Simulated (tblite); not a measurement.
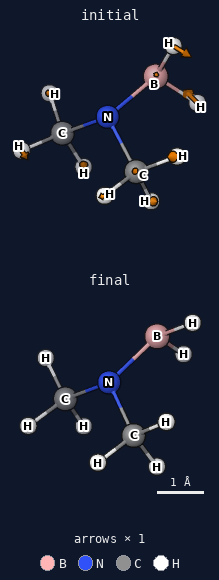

The structure of C$_{2}$H$_{8}$BN (charge −1, multiplicity 2) before (top) and after (bottom) a relaxation, at one scale. The orange arrows give the displacements, at their true length.

A ball-and-stick model, seen from a free direction.

Theory: tblite, GFN2-xTB geometry optimisation, gas phase. 

### Summarise the run.

The atom that moves furthest after the best rigid fit is an H atom (0.69 Å). Largest moves by element: H 0.69 Å, C 0.15 Å, B 0.12 Å, N 0.04 Å. Among the contacts that change: B–H 1.186 → 1.253 Å, B–N 1.506 → 1.564 Å, C–H 1.123 → 1.090 Å, B–H 1.203 → 1.234 Å. Bond angles that change, for instance: N–C–H 106.6° → 114.2°, H–C–H 113.0° → 106.2°, B–N–C 108.3° → 114.9°. Groups turn about B–N by about 35°. After 63 geometry steps the energy has fallen by 8.85 kcal/mol.
